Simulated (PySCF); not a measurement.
C4H9ClOSi2

```xyz
17

C    -2.1949   -0.6346    0.9439
C    -1.3552    0.0107    0.1530
Si   -1.4535    1.3783   -1.1695
O     0.2066    1.2642   -1.2397
Si    0.5245    0.0311   -0.1528
C     1.3734   -1.4462   -0.9715
C     1.5959    0.7285    1.2647
Cl    1.8994   -0.5596    2.4539
H    -3.2585   -0.4431    0.9271
H    -1.8642   -1.3855    1.6468
H    -2.0020    0.9860   -2.4586
H    -1.8167    2.7111   -0.7144
H     2.2584   -1.1252   -1.5133
H     1.6811   -2.1698   -0.2245
H     0.7152   -1.9451   -1.6750
H     1.1145    1.5424    1.8013
H     2.5691    1.0687    0.9187
```

Geometry: GFN2-xTB.

All numbers below come from PBE0/pcSseg-1, SCF density, gas phase, non-relativistic in PySCF 2.14.0.

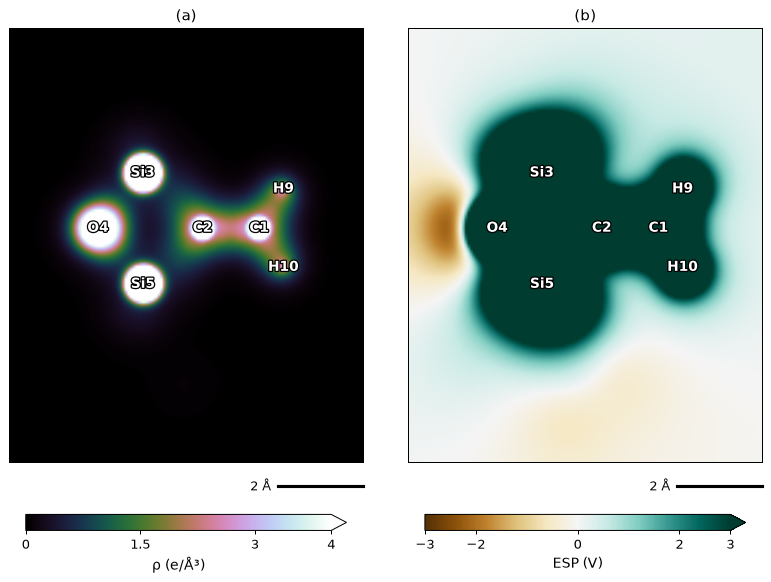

Figure 1. (a) total electron density; (b) electrostatic potential on the plane of atoms C2, C1 and H10.

What do the fields say about this system?

Atoms in the plane: C, Si, O and H. C–C (1.32 Å): ρ at the midpoint is about 2.3 e/Å³. Si–O (1.67 Å): ρ at the midpoint is about 1.1 e/Å³. C–Si (1.90 Å): the density is about 0.89 e/Å³ at the midpoint. C–H (1.08 Å): ρ is about 2 e/Å³ halfway. Outside the dense part of the molecule the potential is most negative (−2.1 V) near O4.

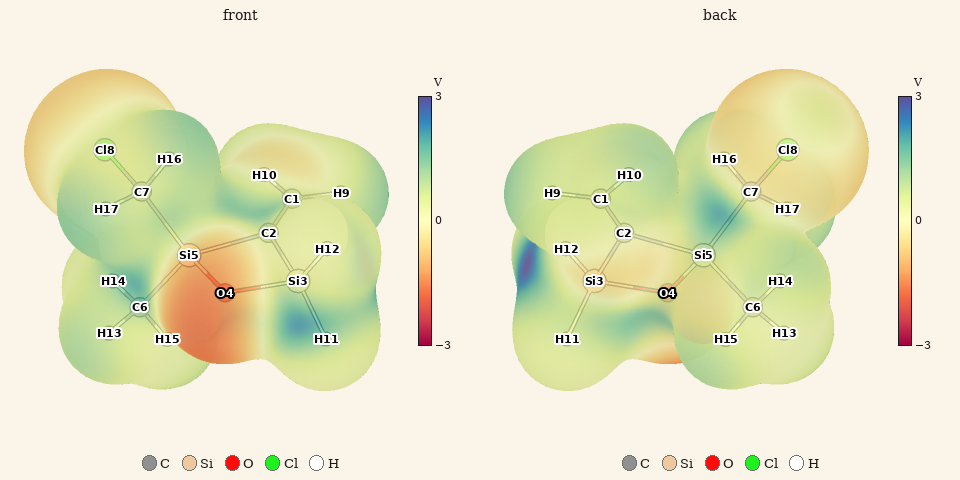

Figure 2. The molecular electrostatic potential painted on the density surface at 0.004 e/bohr³, seen from the front and from behind; red is negative and blue positive.

Which sites attract a positive test charge, and which a negative one?

A positive charge is drawn to the negative regions and a negative charge to the positive ones. The most negative region (about −1.7 V) lies over O4, the most positive (about +2.6 V) over Si3. Cl8 shows a σ-hole: about +0.5 V at the tip opposite its bond, against about −0.4 V on its flanks. O4 is the likeliest acceptor of a hydrogen bond.

How polar is the molecule by this calculation?

Its dipole moment is 1.41 D.
